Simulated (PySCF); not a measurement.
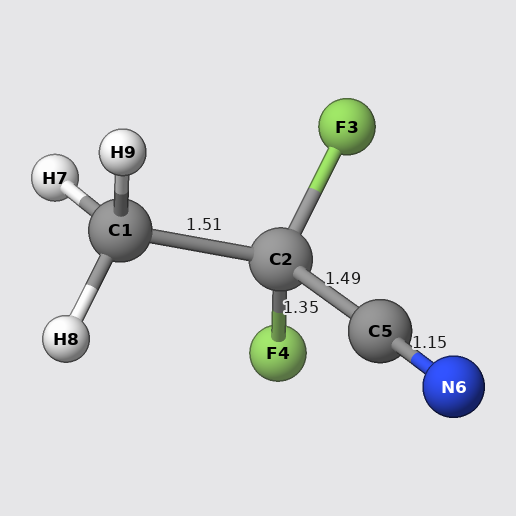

Bond lengths are marked in Å; every bond is drawn as one stick. The computed structure is the end point of a PBE0-D3(BJ)/def2-SVP optimisation. No frequency run is at hand to confirm it as a minimum.

### Assign a bond order to each marked bond.

C1–C2 single; C2–F4 single; C2–C5 single; C5–N6 triple.

### Give the structure as SMILES.

CC(F)(F)C#N
